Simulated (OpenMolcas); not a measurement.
**Run report: Fe³⁺ complex, multiconfigurational calculation (part 2 of 2)**

Continued. System: Fe³⁺ with 6 ligands (Cl; octahedron, 2.41 Å), neutralised by 6 outer point charges of +0.5 e, whose field is part of the energies. Method: state-averaged CASSCF, active space 5 electrons in the shell 3d, basis ANO-RCC-VDZP on the metal and ANO-RCC-VDZP on the ligands, DKH2 scalar Hamiltonian, spin-orbit coupling by RASSI with atomic mean-field integrals (OpenMolcas).

The program's output (extracts), continued:
```
--- RASSI ---
SPIN-FREE ENERGIES:
  (Shifted by EMIN (a.u.) =      -4038.0740016481)

 SF State       Relative EMIN(au)   Rel lowest level(eV)    D:o, cm**(-1)

     1             0.0000000000        0.0000000000              0.0000
     2             0.1267920392        3.4501871519          27827.6361
     3             0.1267920392        3.4501871519          27827.6361
     4             0.1267920392        3.4501871519          27827.6361
     5             0.1469534099        3.9988059966          32252.5455
     6             0.1469534099        3.9988059966          32252.5455
     7             0.1469534099        3.9988059966          32252.5455
     8             0.1495449685        4.0693259003          32821.3268
     9             0.1513452333        4.1183136005          33216.4393
    10             0.1513452333        4.1183136005          33216.4393
    26             0.1780916678        4.8461211608          39086.6031
    27             0.1780916678        4.8461211608          39086.6031
    28             0.1780916678        4.8461211608          39086.6031
    11             0.1830747238        4.9817170216          40180.2575
    12             0.1830747238        4.9817170216          40180.2575
    13             0.1830747238        4.9817170216          40180.2575
    14             0.1868714258        5.0850305450          41013.5373
    15             0.1868714258        5.0850305450          41013.5373
    29             0.1946038810        5.2954413705          42710.6150
    30             0.1946038810        5.2954413705          42710.6150
    31             0.1946038810        5.2954413705          42710.6150
    32             0.1978556499        5.3839265116          43424.2958
    17             0.2005808440        5.4580828204          44022.4068
    18             0.2005808440        5.4580828204          44022.4068
    16             0.2005808440        5.4580828204          44022.4068
    33             0.2044779766        5.5641292011          44877.7285
    34             0.2044779766        5.5641292011          44877.7285
    35             0.2044779766        5.5641292011          44877.7285
    36             0.2112470041        5.7483238226          46363.3584
    37             0.2112470041        5.7483238226          46363.3584
    38             0.2120964022        5.7714371217          46549.7797
    39             0.2277498287        6.1973885572          49985.3097
    40             0.2277498287        6.1973885572          49985.3097
    41             0.2277498287        6.1973885572          49985.3097
    42             0.2340028923        6.3675430863          51357.6985
    43             0.2340028923        6.3675430863          51357.6985
    44             0.2382013073        6.4817877777          52279.1441
    45             0.2382013073        6.4817877777          52279.1441
    46             0.2382013073        6.4817877777          52279.1441
    19             0.2397246755        6.5232407367          52613.4848
Eigenvalues of complex Hamiltonian:
   -----------------------------------
  (Shifted by EMIN (a.u.) =      -4038.0740016481)

 SO State       Relative EMIN(au)   Rel lowest level(eV)    D:o, cm**(-1)

     1            -0.0001231246        0.0000000000              0.0000
     2            -0.0001231246        0.0000000000              0.0000
     3            -0.0001231235        0.0000000303              0.0002
     4            -0.0001231235        0.0000000304              0.0002
     5            -0.0001231235        0.0000000304              0.0002
     6            -0.0001231235        0.0000000304              0.0002
     7             0.1262854721        3.4397531496          27743.4802
     8             0.1262854721        3.4397531496          27743.4802
     9             0.1263794344        3.4423099940          27764.1025
    10             0.1263794344        3.4423099938          27764.1025
    11             0.1263794344        3.4423099940          27764.1025
    12             0.1263794344        3.4423099938          27764.1025
    13             0.1267964726        3.4536581813          27855.6318
    14             0.1267964726        3.4536581813          27855.6318
    15             0.1267964726        3.4536581815          27855.6318
    16             0.1267964726        3.4536581815          27855.6318
    17             0.1271161471        3.4623569679          27925.7923
    18             0.1271161471        3.4623569679          27925.7923
    19             0.1462482696        3.9829685434          32124.8078
    20             0.1462482696        3.9829685434          32124.8078
    21             0.1465550155        3.9913155243          32192.1307
    22             0.1465550155        3.9913155244          32192.1307
    23             0.1465550155        3.9913155243          32192.1307
    24             0.1465550155        3.9913155244          32192.1307
    25             0.1470956572        4.0060271348          32310.7879
    26             0.1470956572        4.0060271348          32310.7879
    27             0.1471674442        4.0079805590          32326.5433
    28             0.1471674442        4.0079805589          32326.5433
    29             0.1471674442        4.0079805590          32326.5433
    30             0.1471674442        4.0079805589          32326.5433
    31             0.1494068892        4.0689189630          32818.0447
    32             0.1494068893        4.0689189636          32818.0447
    33             0.1494068893        4.0689189636          32818.0447
    34             0.1494068892        4.0689189630          32818.0447
    35             0.1512145112        4.1181068613          33214.7718
    36             0.1512145112        4.1181068613          33214.7718
    37             0.1512388491        4.1187691296          33220.1134
    38             0.1512388491        4.1187691302          33220.1134
    39             0.1512388491        4.1187691296          33220.1134
    40             0.1512388491        4.1187691302          33220.1134
    41             0.1512793121        4.1198701857          33228.9940
Weights of the five most important spin-orbit-free states for each spin-orbit state.

 SO State  Total energy (au)           Spin-free states, spin, and weights
 -------------------------------------------------------------------------------------------------------
    1        -0.000123       1 2.5  0.9992    4 1.5  0.0001    2 1.5  0.0001    3 1.5  0.0001   18 1.5  0.0001
    2        -0.000123       1 2.5  0.9992    4 1.5  0.0001    2 1.5  0.0001    3 1.5  0.0001   18 1.5  0.0001
    3        -0.000123       1 2.5  0.9992    4 1.5  0.0002   18 1.5  0.0002    3 1.5  0.0001    2 1.5  0.0001
    4        -0.000123       1 2.5  0.9992    3 1.5  0.0002   16 1.5  0.0002    4 1.5  0.0001    2 1.5  0.0001
    5        -0.000123       1 2.5  0.9992    2 1.5  0.0002    3 1.5  0.0002   17 1.5  0.0002   16 1.5  0.0001
    6        -0.000123       1 2.5  0.9992    2 1.5  0.0002    4 1.5  0.0002   17 1.5  0.0002   18 1.5  0.0001
    7         0.126285       3 1.5  0.3314    2 1.5  0.3314    4 1.5  0.3314   26 0.5  0.0010   28 0.5  0.0010
    8         0.126285       3 1.5  0.3314    2 1.5  0.3314    4 1.5  0.3314   26 0.5  0.0010   28 0.5  0.0010
    9         0.126379       4 1.5  0.5686    2 1.5  0.2710    3 1.5  0.1564   27 0.5  0.0006   28 0.5  0.0004
   10         0.126379       3 1.5  0.5076    2 1.5  0.3930    4 1.5  0.0954   26 0.5  0.0007   11 1.5  0.0004
   11         0.126379       4 1.5  0.5685    2 1.5  0.2712    3 1.5  0.1563   27 0.5  0.0006   28 0.5  0.0004
   12         0.126379       3 1.5  0.5077    2 1.5  0.3929    4 1.5  0.0955   26 0.5  0.0007   11 1.5  0.0004
```

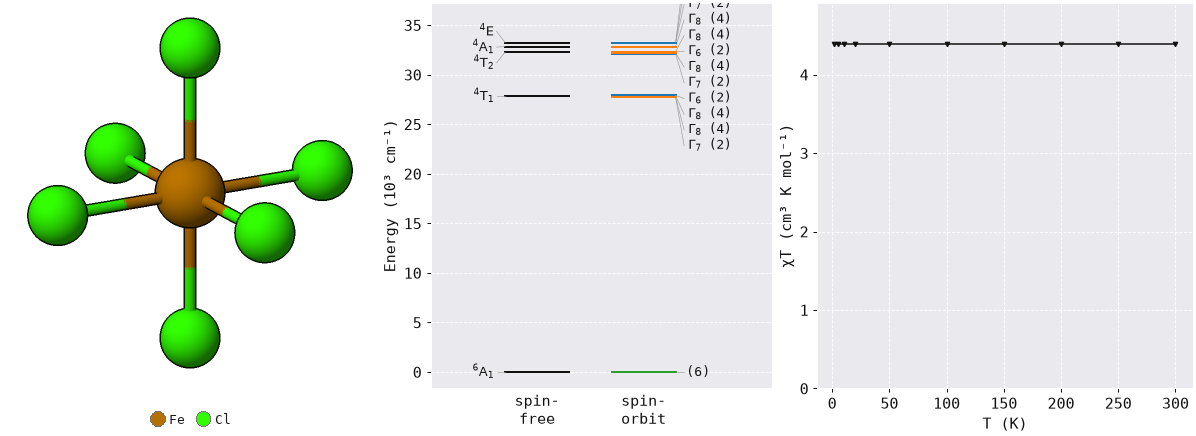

*Fe³⁺ (3d⁵) with 6 ligands, Cl⁻, at 2.41 Å (arrangement: octahedron, Oh), neutralised by outer point charges of +0.5 e, and its levels and susceptibility. Labels give the representation in O, Td, D4 or D3 as the site allows (double group for half-integer spin) where it could be assigned and, in brackets, the degeneracy; spin-free states, where drawn, share the zero of the spin-orbit levels. Powder susceptibility by Van Vleck's formula.*

The ground level is 6-fold degenerate, 100 % from states of spin multiplicity 6. The next level lies at 27,700 cm⁻¹ (Γ₇). The lowest spin-free state is ⁶A₁. χT is 4.39 cm³ K mol⁻¹ at 2 K and 4.39 at 300 K, an effective moment of 5.92 μB. The active orbitals hold 90 to 98 % metal character (Löwdin), and the Mulliken charge of the metal is +1.29.

Outcome of the run: converged.
